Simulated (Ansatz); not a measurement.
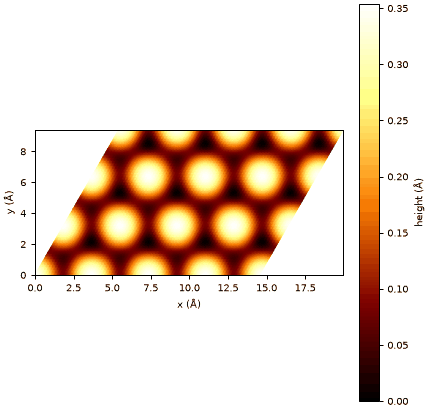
Figure. Simulated constant-current image at -1.6 V from a Fermi level inside the gap (filled states down to 1.0 eV under the valence edge)

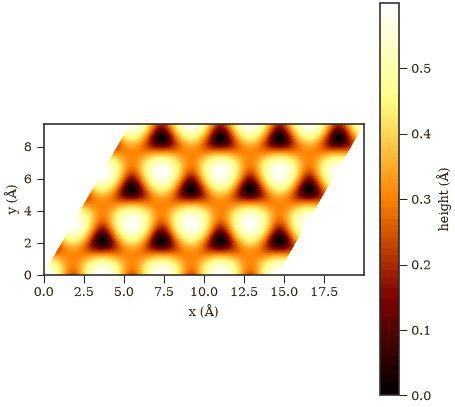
*Simulated constant-current image at +1.0 V from a Fermi level inside the gap (empty states up to 0.4 eV over the conduction edge)*

These are PBE, Tersoff-Hamann images (plane waves, PAW; Ansatz, a first-principles code) values and carry that method's errors.

Mesh 18×18×1, no spin-orbit coupling, no spin polarisation; biases count from the run's Fermi level. The set point is the mean density 3.5 Å over the top atom.

The sample is: single layer of ZrS₂ (symmetry P-3m1 as a slab, 3 atoms a cell). Atoms are numbered in the order of this list of the upper atoms (x, y, depth in Å): S1 (0.0, 0.0, 0.0); Zr2 (3.7, 2.1, 1.4).

Problem. Which sites are bright, and how large is the corrugation?

Solution. At -1.6 V the maximum lies over S1 and the sites alike, corrugation about 0.35 Å. At +1.0 V the maximum lies over S1 and the sites alike, corrugation about 0.60 Å.
